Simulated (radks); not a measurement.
Atomic calculation, with input and output: Al⁺

- system: the Al⁺ ion in the configuration [Ne] 3s2.
- method: scalar-relativistic Kohn-Sham, LDA (Slater exchange, Perdew-Wang correlation), spin-polarised, spherical densities, point nucleus (the in-house radial solver radks)

**Input**
```
Z 13
configuration [Ne] 3s2
relativity scalar-relativistic
functional lda,pw
spin polarised
nucleus point
c 137.035999084
```

Energies in input and log are in hartree, lengths in bohr.

**Output**
```
1s      1   1.0000         -55.59509845
2s      1   1.0000          -4.25826746
2p      1   3.0000          -2.87010127
3s      1   1.0000          -0.54817656
1s      2   1.0000         -55.59509845
2s      2   1.0000          -4.25826746
2p      2   3.0000          -2.87010127
3s      2   1.0000          -0.54817656
Etot -241.55139145507266
Ekin 241.7454037371965
Encl -575.088803807164
Eh 109.0793726531584
Exc -17.287364038263558
err 9.749212253002392e-10
it 14
```

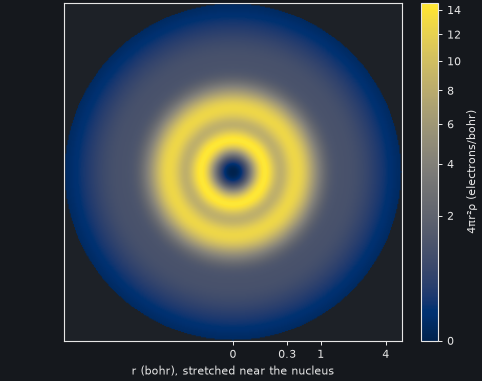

Figure 1. The radial density 4πr²ρ as a disc about the nucleus, with the radius drawn as r to the power 0.4. There are 2 maxima, at r = 0.0805 and 0.446 bohr, parted by a minimum at 0.215 bohr, inside which lie 2.2 electrons. The configuration has 3 principal shells, so not every shell has a maximum of its own.

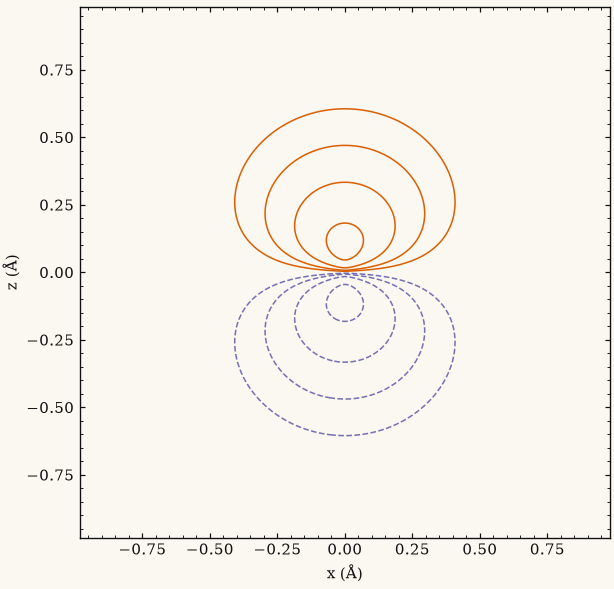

Figure 2. The 2p(z) orbital. In the xz plane through the nucleus, contours of ψ are drawn, solid for positive and dashed for negative values, each about twice the one before. (1 bohr = 0.529 Å.) The radial function comes from the spherical calculation and is multiplied by a real spherical harmonic; the overall sign is chosen so that the largest lobe of P(r) is positive; at the scalar-relativistic level it is the large component. It has the nodal plane xy and no radial node. The maximum of P² lies at 0.427 bohr, ⟨r⟩ = 0.604 bohr, 90 % of the charge lies within 1.02 bohr, and the eigenvalue is −78.1 eV, with 6 electrons in the shell.

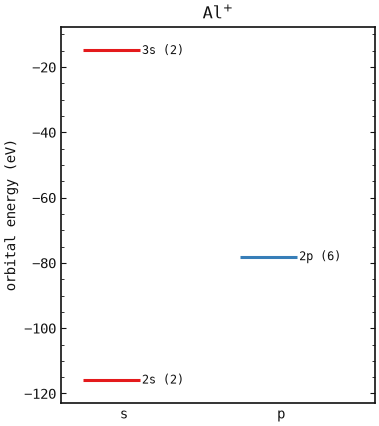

Figure 3. The outer levels are drawn (occupations in brackets). The highest occupied level is 3s at −14.9 eV. From the top down the occupied levels run 3s (−14.9 eV), 2p (−78.1 eV), 2s (−115.9 eV). The measured ionisation energy (NIST) is 18.8 eV; minus the highest level, 14.9 eV, lies 21 % below it, as is usual for a semilocal functional, whose potential decays too fast.

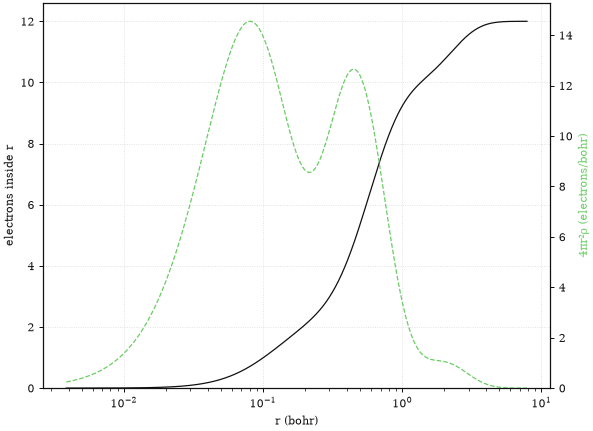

Figure 4. The number of electrons inside radius r (solid) and the radial density 4πr²ρ (dashed). The count levels off at 12 electrons. Half of them lie within 0.551 bohr, 90 % within 2.06 bohr and 99 % within 3.92 bohr. The radial density has a minimum at 0.215 bohr, where the count stands at 2.2; this parts the shells that the density resolves.

**Results in brief**

| quantity | value |
| --- | --- |
| outcome | converged |
| total energy | −241.551391 hartree |
| kinetic energy | 241.745404 hartree |
| electron–nucleus energy | −575.088804 hartree |
| Hartree energy | 109.079373 hartree |
| exchange–correlation energy | −17.287364 hartree |
| radius at density 0.001 e/bohr³ | 3.89 bohr |
| SCF iterations | 14 |
| hardware | 1 CPU thread, shared host |
